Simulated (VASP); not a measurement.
Band structure of PtAs (relaxed from the wurtzite structure, space group P6_3mc). Method: r2SCAN meta-GGA, VASP's PBE PAW potentials (set 64) (plane waves; VASP).

Unless said otherwise, spin-orbit coupling is left out, though it shifts the bands of the heavy elements here.

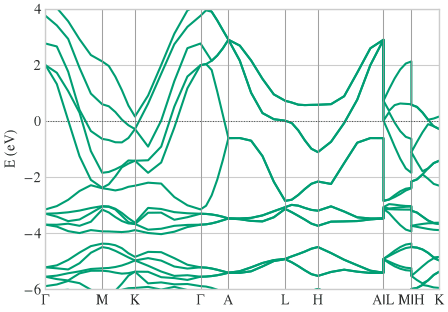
*Bands along high-symmetry lines, zero at the valence-band maximum or, without a gap, the Fermi level*

**Question.** Read the plot: is there a gap, and where are the band edges?

**Answer.** It has no gap at this level: it comes out as a metal or semimetal.

The structure was generated: PtAs was put into the wurtzite type (P6_3mc), which need not be its known phase. It was relaxed first, which changed the volume by -16 %.
